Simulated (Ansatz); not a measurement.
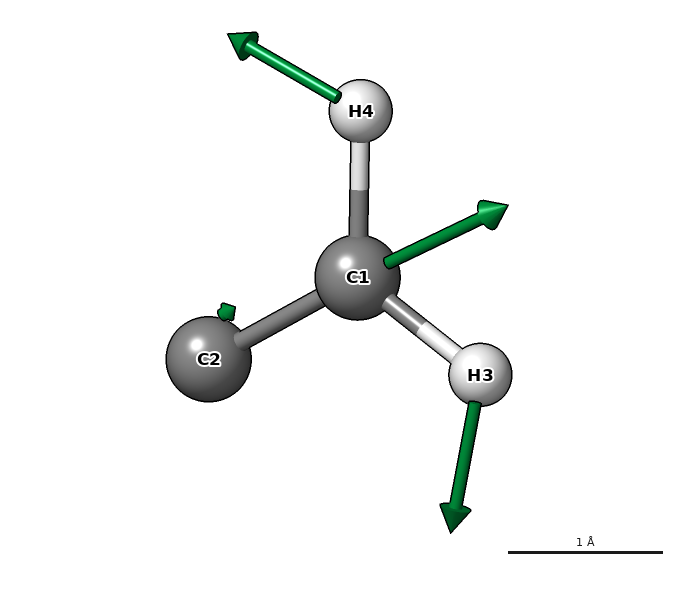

Arrows show the forces on the atoms, 9 Å of arrow for 1 eV/Å; forces under a tenth of the largest aren't drawn. State: charge +1, doublet. Level of theory: UHF/def2-SVP (Ansatz).

Q: On which atom is the force largest, and how large is it?

A: On C1: 0.11 eV/Å.

Q: Which bond do the forces act along most?

A: C1–C2, now 1.289 Å: the forces push its atoms apart, so a first step downhill lengthens it.

List the force components in the frame of the picture (x right, y up, z towards the viewer), in eV/Å.

| atom | Fx | Fy | Fz |
| --- | --- | --- | --- |
| C1 | 0.09 | 0.04 | 0.06 |
| C2 | 0.01 | 0.01 | 0.01 |
| H3 | −0.02 | −0.10 | −0.02 |
| H4 | −0.08 | 0.05 | −0.04 |
